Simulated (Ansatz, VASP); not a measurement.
# Cross-check of Te between VASP and Ansatz, part 2 of 2

Aim: how closely do two programs agree when they are given the same cell, functional and k mesh? The cell is taken from a series of VASP runs on this material, whose earlier steps may have relaxed, scaled or displaced it; both programs get it as it stands. Valence electrons are named where the data sets of a main pair hold unlike numbers.

VASP 6.6.1 and Ansatz 0.2.0.

So far: The starting structure; Ansatz: band structure, HSE06.

## Step 3: VASP: band structure, HSE06

Level of this step: HSE06; plane waves and PAW (Te) (VASP).

The same cell, functional, mesh and smearing now go to VASP, with its own data sets.

Lines of VASP's logs that name or quote its potential files are left out, and so is its time.

The run reads the wave functions of an earlier VASP run, which isn't shown here.

INCAR reads:

```
SYSTEM = Te
PREC = Accurate
ENCUT = 400
EDIFF = 1E-06
NELM = 100
ISMEAR = 0
SIGMA = 0.05
LREAL = .FALSE.
ALGO = Normal
LHFCALC = .TRUE.
AEXX = 0.25
GGA = PE
HFSCREEN = 0.2
LASPH = .TRUE.
NBANDS = 15
PRECFOCK = Fast
LORBIT = 11
LWAVE = .FALSE.
LCHARG = .FALSE.
KPAR = 2
```

POSCAR reads:

```
Te
1.0
    4.3922221336      0.0000000000      0.0000000000
   -2.1961110668      3.8037759467      0.0000000000
    0.0000000000      0.0000000000      6.0053047767
Te
3
Direct
    0.2788592501      0.0000000000      0.3333333333
    0.0000000000      0.2788592501      0.6666666667
    0.7211407499      0.7211407499      0.0000000000
```

KPOINTS reads:

```
Automatic mesh
0
Gamma
4 4 3
0 0 0
```

KPOINTS_OPT reads:

```
Line mode
6
Line-mode
Reciprocal
  0.00000000   0.00000000   0.00000000 GAMMA
  0.50000000   0.00000000   0.00000000 M

  0.50000000   0.00000000   0.00000000 M
  0.33333333   0.33333333   0.00000000 K

  0.33333333   0.33333333   0.00000000 K
  0.00000000   0.00000000   0.00000000 GAMMA

  0.00000000   0.00000000   0.00000000 GAMMA
  0.00000000   0.00000000   0.50000000 A

  0.00000000   0.00000000   0.50000000 A
  0.50000000   0.00000000   0.50000000 L

  0.50000000   0.00000000   0.50000000 L
  0.33333333   0.33333333   0.50000000 H

  0.33333333   0.33333333   0.50000000 H
  0.00000000   0.00000000   0.50000000 A

  0.50000000   0.00000000   0.50000000 L
  0.50000000   0.00000000   0.00000000 M

  0.33333333   0.33333333   0.00000000 K
  0.33333333   0.33333333   0.50000000 H
```

The projector-augmented-wave data sets are Te (PBE family, release 64).

Run with:

```bash
mpirun -np 2 vasp_std
```

Numbers of over 12 decimals in the logs are rounded to 6 here.

What it wrote:

```text
[banner, memory and clock lines left out]
running    2 mpi-ranks, on    1 nodes
 distrk:  each k-point on    1 cores,    2 groups
 distr:  one band on    1 cores,    1 groups

 POSCAR found type information on POSCAR Te
 POSCAR found :  1 types and       3 ions
 LDA part: xc-table for (Slater+PW92), standard interpolation
 found WAVECAR, reading the header
 POSCAR, INCAR and KPOINTS ok, starting setup
 FFT: planning ... GRIDC
 FFT: planning ... GRID_SOFT
 FFT: planning ... GRID
 reading WAVECAR
 the WAVECAR file was read successfully
 initial charge from wavefunction
 entering main loop
       N       E                     dE             d eps       ncg     rms          rms(c)
DAV:   1    -0.117956322448E+02   -0.11796E+02   -0.26731E+00   270   0.106E+01    0.205E+01
DAV:   2    -0.118153284387E+02   -0.19696E-01   -0.56516E-02   326   0.171E+00    0.137E+01
DAV:   3    -0.118144115871E+02    0.91685E-03   -0.27214E-03   410   0.307E-01    0.882E+00
DAV:   4    -0.118138569208E+02    0.55467E-03   -0.42378E-04   347   0.118E-01    0.534E+00
DAV:   5    -0.118137031717E+02    0.15375E-03   -0.14322E-04   354   0.685E-02    0.322E+00
DAV:   6    -0.118136687954E+02    0.34376E-04   -0.41640E-05   354   0.373E-02    0.193E+00
DAV:   7    -0.118136652510E+02    0.35444E-05   -0.12401E-05   347   0.208E-02    0.116E+00
DAV:   8    -0.118136678749E+02   -0.26240E-05   -0.39271E-06   340   0.119E-02    0.691E-01
DAV:   9    -0.118136706779E+02   -0.28030E-05   -0.11321E-06   254   0.688E-03    0.413E-01
DAV:  10    -0.118136726894E+02   -0.20115E-05   -0.65764E-07   219   0.564E-03    0.246E-01
DAV:  11    -0.118136740508E+02   -0.13613E-05   -0.24207E-07   177   0.350E-03    0.146E-01
DAV:  12    -0.118136749155E+02   -0.86478E-06   -0.11464E-07   184   0.240E-03
   1 F= -.11813675E+02 E0= -.11813675E+02  d E =-.204840E-12
 Start KPOINTS_OPT (optional k-point list driver)
k-point batch [1-9\54]
       N       E                     dE             ncg
DAV:   1     0.627904499831E+03   -0.20077E+04      270
DAV:   2     0.146904085124E+02   -0.61321E+03      333
DAV:   3    -0.559870505648E+02   -0.70677E+02      305
DAV:   4    -0.581180123881E+02   -0.21310E+01      419
DAV:   5    -0.581408328514E+02   -0.22820E-01      361
DAV:   6    -0.581410737657E+02   -0.24091E-03      412
DAV:   7    -0.581410770366E+02   -0.32709E-05      278
DAV:   8    -0.581410771023E+02   -0.65717E-07      247
[...]
k-point batch [46-54\54]
       N       E                     dE             ncg
DAV:   1     0.565275916070E+03   -0.38296E+04      270
DAV:   2    -0.398777631483E+02   -0.60515E+03      347
DAV:   3    -0.102193752506E+03   -0.62316E+02      319
DAV:   4    -0.104096622401E+03   -0.19029E+01      426
DAV:   5    -0.104118799547E+03   -0.22177E-01      326
DAV:   6    -0.104119040511E+03   -0.24096E-03      384
DAV:   7    -0.104119044215E+03   -0.37047E-05      248
DAV:   8    -0.104119044319E+03   -0.10334E-06      240
```

From OUTCAR (step 3):

```text
ion  position               nearest neighbor table
   1  0.279  0.000  0.333-   3 2.92   2 2.92   3 3.41   3 3.41   2 3.41   2 3.41
   2  0.000  0.279  0.667-   3 2.92   1 2.92   3 3.41   3 3.41   1 3.41   1 3.41
   3  0.721  0.721  0.000-   2 2.92   1 2.92   1 3.41   2 3.41   2 3.41   1 3.41

  LATTYP: Found a hexagonal cell.
 ALAT       =     4.3922221336
 C/A-ratio  =     1.3672588940

 Subroutine GETGRP returns: Found  6 space group operations
 (whereof  2 operations were pure point group operations)

The static configuration has the point symmetry C_2 .
 The point group associated with its full space group is D_3 .

 Found      9 irreducible k-points:

   k-points           NKPTS =      9   k-points in BZ     NKDIM =     48   number of bands    NBANDS=     15

   dimension x,y,z NGX =    30 NGY =   30 NGZ =   40
   dimension x,y,z NGXF=    60 NGYF=   60 NGZF=   80

   ENCUT  =  400.0 eV  29.40 Ry    5.42 a.u.   7.16  7.16  9.79*2*pi/ulx,y,z

   NELECT =      18.0000    total number of electrons

 k-points in reciprocal lattice and weights: Automatic mesh
   0.00000000  0.00000000  0.00000000       0.021
   0.25000000  0.00000000  0.00000000       0.125
   0.50000000  0.00000000  0.00000000       0.062
   0.25000000  0.25000000  0.00000000       0.125
   0.00000000  0.00000000  0.33333333       0.042
   0.25000000  0.00000000  0.33333333       0.125
   0.00000000  0.25000000  0.33333333       0.125
   0.50000000  0.00000000  0.33333333       0.125
   0.25000000  0.25000000  0.33333333       0.250

  exchange ACFDT corr.  =         0.00000000  see jH, gK, PRB 81, 115126

 average (electrostatic) potential at core
       1 -85.1511       2 -85.1511       3 -85.1511

 E-fermi :   5.7307

 k-point     1 :       0.0000    0.0000    0.0000
  band No.  band energies     occupation
    ...
      5       2.9833      2.00000
      6       2.9833      2.00000
      7       3.9068      2.00000
      8       3.9068      2.00000
      9       4.6457      2.00000
     10       7.2230      0.00000
     11       7.2230      0.00000
     12       8.0084      0.00000
     13      11.3835      0.00000
     14      11.3835      0.00000
    ...

 k-point     2 :       0.2500    0.0000    0.0000
  band No.  band energies     occupation
    ...
      5       1.5061      2.00000
      6       2.0382      2.00000
      7       4.1448      2.00000
      8       4.8082      2.00000
      9       4.9331      2.00000
     10       6.9322      0.00000
     11       7.2155      0.00000
     12       8.0758      0.00000
     13      10.0159      0.00000
     14      11.8765      0.00000
    ...

 k-point     3 :       0.5000    0.0000    0.0000
  band No.  band energies     occupation
    ...
      5       0.9105      2.00000
      6       1.6572      2.00000
      7       1.7020      2.00000
      8       4.8391      2.00000
      9       4.9498      2.00000
     10       6.8746      0.00000
     11       6.9228      0.00000
     12       9.0642      0.00000
     13      10.1511      0.00000
     14      14.2475      0.00000
    ...

  energy-cutoff  :      400.00
  volume of cell :      100.33
      direct lattice vectors                 reciprocal lattice vectors
     4.392222134  0.000000000  0.000000000     0.227675188  0.131448331  0.000000000
    -2.196111067  3.803775947  0.000000000     0.000000000  0.262896662  0.000000000
     0.000000000  0.000000000  6.005304777     0.000000000  0.000000000  0.166519442

 POSITION                                       TOTAL-FORCE (eV/Angst)
 -----------------------------------------------------------------------------------
      1.22481      0.00000      2.00177        -0.504233      0.000000     -0.000000
     -0.61241      1.06072      4.00354         0.252116     -0.436678      0.000000
      1.58371      2.74306      0.00000         0.252116      0.436678     -0.000000
 -----------------------------------------------------------------------------------
    total drift:                                0.000000      0.000001     -0.000000

  FREE ENERGIE OF THE ION-ELECTRON SYSTEM (eV)
  ---------------------------------------------------
  free  energy   TOTEN  =       -11.8136749155 eV

  energy  without entropy=      -11.8136749155  energy(sigma->0) =      -11.81367492

 total charge
# of ion       s       p       d       tot
------------------------------------------
    1        1.396   1.906   0.043   3.345
    2        1.396   1.906   0.043   3.345
    3        1.396   1.906   0.043   3.345
--------------------------------------------------
tot          4.188   5.718   0.129  10.034

[... 3 further parts left out ...]
```

The k-mesh is coarse for exact exchange; levels may shift by about 0.1 eV on a finer one. Spin-orbit coupling is off here; with elements this heavy it splits and shifts levels by tenths of an eV or more. The PAW data sets were made with PBE, which is usual practice but a small mismatch for other functionals.

## Step 4: Differences

Known differences besides the potentials themselves: exact exchange at q = 0 is treated differently, which shows on coarse meshes; VASP keeps PBE cores, Ansatz makes them for the functional; the data sets hold 48 valence electrons in Ansatz (on its default PAW (the set named soft_2) files) and 18 in VASP; the cutoff is 420 eV in Ansatz and 400 eV in VASP; VASP takes a coarser grid for exact exchange (PRECFOCK = Fast). Total energies have different zeros and are not compared.

Both answers:

```csv
quantity,Ansatz,VASP,difference
gap over the path points (eV),0.478,0.439,+0.038
```

Forces (eV/Å; atoms numbered as in POSCAR):

```csv
atom,"Ansatz x, y, z","VASP x, y, z"
Te1,"-0.487, 0.000, 0.000","-0.504, 0.000, 0.000"
Te2,"0.243, -0.422, 0.000","0.252, -0.437, 0.000"
Te3,"0.243, 0.422, 0.000","0.252, 0.437, 0.000"
```

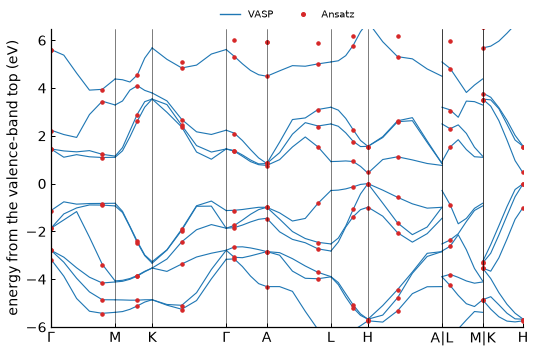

Bands from VASP (lines) and levels from Ansatz (dots). Dots without a line are higher empty bands that the VASP plot leaves out.

Levels at points of the path, from each program's valence-band top (eV; 4 filled, then empty):

```csv
k (reciprocal lattice),Ansatz,VASP
0.000 0.000 0.000,-2.78 -1.86 -1.86 -1.15 1.44 1.44 2.20,-2.79 -1.86 -1.86 -1.13 1.45 1.45 2.24
0.400 0.000 0.000,-4.17 -3.39 -0.91 -0.84 1.09 1.22 3.42,-4.16 -3.38 -0.90 -0.83 1.09 1.23 3.45
0.400 0.200 0.000,-3.87 -3.85 -2.48 -2.42 2.60 2.89 4.07,-3.87 -3.84 -2.47 -2.42 2.62 2.91 4.10
0.200 0.200 0.000,-3.37 -2.44 -1.97 -1.91 2.36 2.44 2.66,-3.36 -2.43 -1.95 -1.91 2.37 2.44 2.68
0.000 0.000 0.100,-2.66 -1.85 -1.73 -1.14 1.35 1.37 2.09,-2.65 -1.84 -1.75 -1.11 1.36 1.38 2.11
0.000 0.000 0.500,-2.86 -1.47 -1.00 -1.00 0.74 0.86 0.86,-2.84 -1.45 -0.99 -0.99 0.76 0.84 0.84
0.400 0.000 0.500,-3.72 -2.74 -2.47 -0.82 1.53 2.39 3.08,-3.71 -2.73 -2.46 -0.82 1.53 2.41 3.10
0.400 0.200 0.500,-5.08 -1.40 -1.07 -0.13 0.93 1.76 2.23,-5.07 -1.38 -1.08 -0.13 0.93 1.77 2.26
0.333 0.333 0.500,-5.69 -1.00 0.00 0.00 0.48 1.53 1.53,-5.67 -0.98 0.00 0.00 0.44 1.56 1.56
0.200 0.200 0.500,-4.45 -2.07 -1.63 -0.58 1.13 2.57 2.60,-4.43 -2.05 -1.64 -0.57 1.12 2.59 2.63
```

The forces differ by 10.0 meV/Å r.m.s., which is 3.4 % of the r.m.s. force of 0.291 eV/Å (both taken over all components). Among the levels compared at these points, filled levels agree within 22 meV and empty ones within 38 meV.

## Step 5: Summary of results

* largest difference of a filled level at the path points (band structure, HSE06): 22 meV
* r.m.s. force difference (band structure, HSE06): 3.4 % of the r.m.s. force

In words: The r.m.s. force difference is 3.4 % of the r.m.s. force (band structure, HSE06), beyond the 3 % picked in this series as the mark of a large difference. The data sets hold unlike numbers of valence electrons (48 in Ansatz and 18 in VASP), so part of the differences comes from the potentials. How closely two codes agree says nothing of how well the functional describes the real material.

[Lines on the potential files, build, host, timing and source positions are cut from VASP's logs without a mark.]

[Logs are printed without paths, hosts, clocks, repeated set-up lines and the standing remarks that a program may print on its own settings, such as how far it seeks lower states.]

[Hosts, paths, dates, database ids (printed as entryN), source tags and the programs' standing remarks are cut or masked in the printed files.]
